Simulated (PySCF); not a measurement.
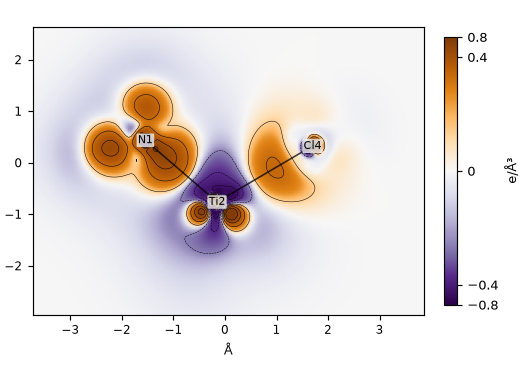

*Cl₂H₄N₂Ti, SMILES `N[Ti](N)(Cl)Cl`. Deformation density (molecule less spherical, spin-averaged free atoms) in the plane of N1, Ti2 and Cl4; colour scale in e/Å³, logarithmic beyond ±0.1; orange: gain, purple: loss.*

Computed with PySCF, ωB97X/def2-TZVP, geometry: GFN2-xTB. This is a single-reference result, which may miss multireference character in this system. No frequency check shows the geometry to be a minimum. GFN2-xTB bond lengths at metals and heavier atoms can be off by up to 0.1 Å and shapes distorted, which carries into these values.

Question: How much density has each bond in this plane gained at its critical point, relative to the free atoms?

Answer: N1–Ti2: +0.25 e/Å³ at the bond critical point (bond length 1.84 Å, Mayer order 1.1). Ti2–Cl4: +0.14 e/Å³ at the bond critical point (bond length 2.15 Å, Mayer order 1.1). In all, 2.2 electrons gather in the regions of gain relative to the promolecule. A small or negative value marks a very polar bond, one between electron-rich atoms, whose free-atom densities already overlap strongly, a long bond to a heavier atom, or a closed-shell contact such as a hydrogen bond.

Question: Where do the Hirshfeld charges lie?

Answer: The highest Hirshfeld charge is on Ti2 (+0.57 e), the lowest on N1 and N3 (−0.37 e).

```
atom  charge (e)
  N1       −0.37
 Ti2       +0.57
  N3       −0.37
 Cl4       −0.17
 Cl5       −0.17
  H6       +0.13
  H7       +0.13
  H8       +0.13
  H9       +0.13
```

Run time: 43 s on 1 thread of Arm Neoverse V2 (shared host), peak memory 0.86 GiB.
